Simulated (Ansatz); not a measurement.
## Electronic structure of C2H5AlO (SMILES OC=[CH][AlH2]) in real space

Input

```
crystal:
  periodic: [false, false, false]
  atoms:
    - {symbol: O, position_ang: [-0.118207, 1.665030, -0.840646]}
    - {symbol: C, position_ang: [0.517935, 1.185419, 0.237716]}
    - {symbol: C, position_ang: [0.492766, -0.076507, 0.700984]}
    - {symbol: Al, position_ang: [-0.499375, -1.487313, -0.127649]}
    - {symbol: H, position_ang: [-0.621216, 0.951695, -1.261743]}
    - {symbol: H, position_ang: [1.083706, 1.984972, 0.712333]}
    - {symbol: H, position_ang: [1.090077, -0.229629, 1.595990]}
    - {symbol: H, position_ang: [-1.316565, -1.062935, -1.437404]}
    - {symbol: H, position_ang: [-0.540521, -2.976832, 0.403319]}
basis:
  gaussian: {orbitals: def2-TZVPP}
hamiltonian: {xc: pbe0, dispersion: d4}
output: {orbitals: {seedname: orbitals}}
```

Launched as:

```sh
ansatz run in.yaml --threads 2 --pin off --events-out ev --progress --plain --max-ram 4352MiB
```

Geometry: PBE0-D4/def2-TZVP.

All numbers below come from RKS PBE0-D4/def2-TZVPP (Ansatz).

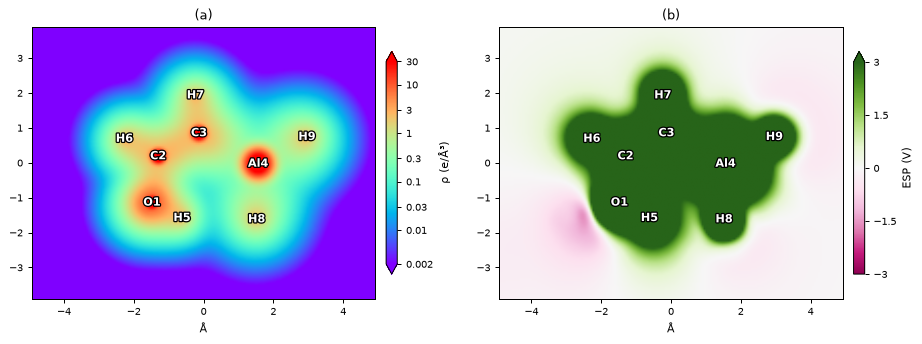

Figure 1. (a) total electron density; (b) molecular electrostatic potential on the molecular plane.

Question: What does the map show?

Answer:
- The section cuts through O, C, Al and H sites.
- C–O (1.34 Å): ρ is about 2.5 e/Å³ halfway.
- C–C (1.34 Å): ρ at the midpoint is about 2.3 e/Å³.
- C–Al (1.91 Å): ρ at the midpoint is about 0.75 e/Å³.
- O–H (0.97 Å): ρ at the midpoint is about 3.8 e/Å³.
- C–H (1.09 Å): the density is about 2 e/Å³ at the midpoint.
- Outside the dense part of the molecule the potential is most negative (−1.5 V) near O1.

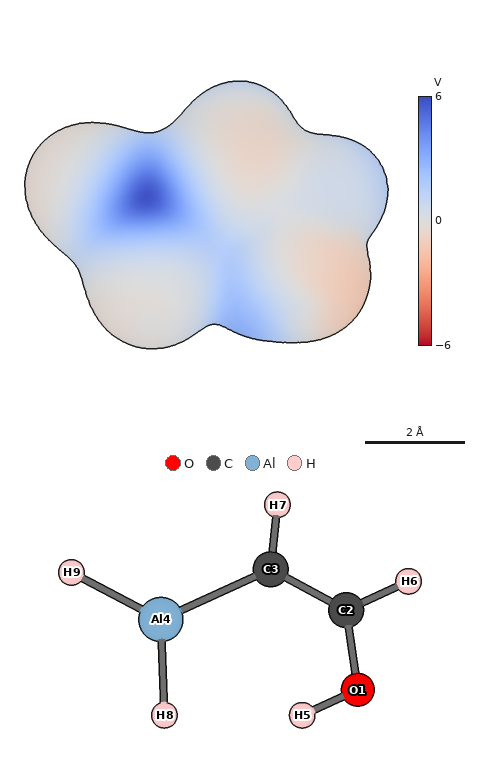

Figure 2. The electrostatic potential painted on the density surface at 0.004 e/bohr³, seen at a tilt; red is negative and blue positive. The bare structure is drawn below in the same view.

Question: Describe the electrostatic potential map.

Answer: The most negative region (about −1.2 V, or −28 kcal/mol for a unit charge) lies over O1, the most positive (about +5.5 V, or +127 kcal/mol for a unit charge) over Al4. O1 is the likeliest acceptor of a hydrogen bond.

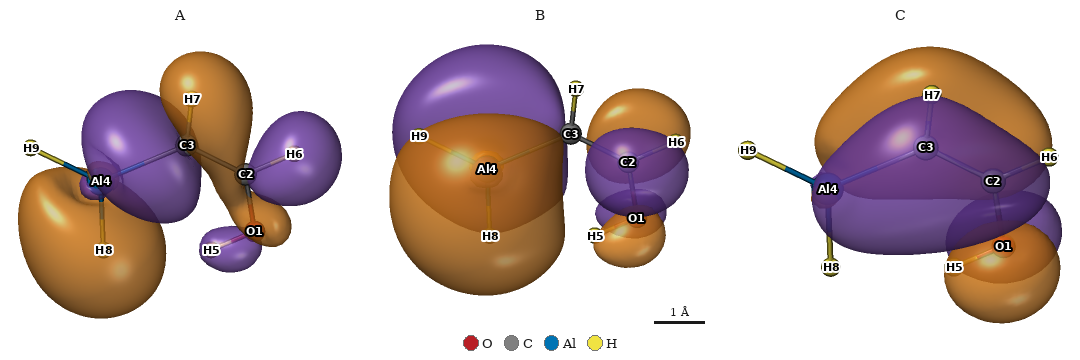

Figure 3. Three frontier orbitals at ±0.06 Å⁻³ᐟ² (orange and purple are the two phases), in no order.

Question: Order the three orbitals by energy and name them.

Answer: A is the HOMO−1 (−8.37 eV). It lies mainly on C3 (about 30 %), Al4 (about 25 %), H8 (about 25 %) and C2 (about 5 %); it is symmetric in the molecular plane (an in-plane orbital: σ, lone-pair or in-plane π type). C is the HOMO (−7.08 eV). Its weight (Hirshfeld) is mainly on C3 (about 40 %), C2 (about 20 %) and O1 (about 20 %); it changes sign across the molecular plane (π type); π-bonding across C2–C3; π-antibonding (a node) across O1–C2. B is the LUMO (−1.67 eV). Its weight (Hirshfeld) is mainly on Al4 (about 65 %), C2 (about 15 %) and C3 (about 5 %); it changes sign across the molecular plane (π type); π-antibonding (a node) across C2–C3.

Question: What is the HOMO–LUMO gap?

Answer: 5.41 eV between the orbital energies.
